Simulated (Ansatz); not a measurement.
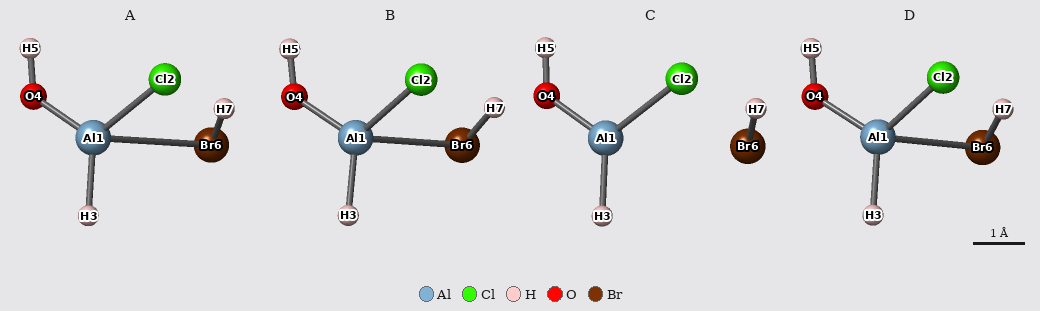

4 geometries from one relaxation of AlH₃OBrCl, in shuffled order. A ball-and-stick model, seen at a tilt.

The run prepares an end point of a later path (reaction) calculation, from a guessed geometry.

Computed with RKS PBE0-D4/def2-SVP in Ansatz 0.2.0. (no spin polarisation; force threshold 0.03 eV/Å; at most 50 steps)

### Order the frames from highest to lowest energy.

C, A, D, B. They are steps 0, 2, 3, 10, at +4.57 kcal/mol, +1.08 kcal/mol, +0.52 kcal/mol relative to the last. The largest move after the best rigid fit is that of Br6, 0.56 Å. By element the largest moves are Br 0.56 Å, Al 0.22 Å, O 0.17 Å, H 0.14 Å, Cl 0.08 Å. Some distances before and after: Al1–Br6 3.605 → 2.845 Å, Br6–H7 1.502 → 1.433 Å, Al1–Cl2 2.201 → 2.145 Å, Al1–H3 1.561 → 1.568 Å. New bonds form, among them: Al1–Br6 (3.60 → 2.85 Å). Bond angles that change, for instance: H3–Al1–O4 122.2° → 118.9°, Al1–O4–H5 125.2° → 127.2°. Over 10 geometry steps the energy falls by 4.57 kcal/mol. The largest force component goes from 1.2 to 0.019 eV/Å. Cost: 37 s on 2 threads of Arm Neoverse V1, with other jobs on the host, peak memory 0.2 GiB.

Limits of the set-up: the start holds two separate molecules, 2.6 Å apart at their closest, whose relative position is a soft coordinate.
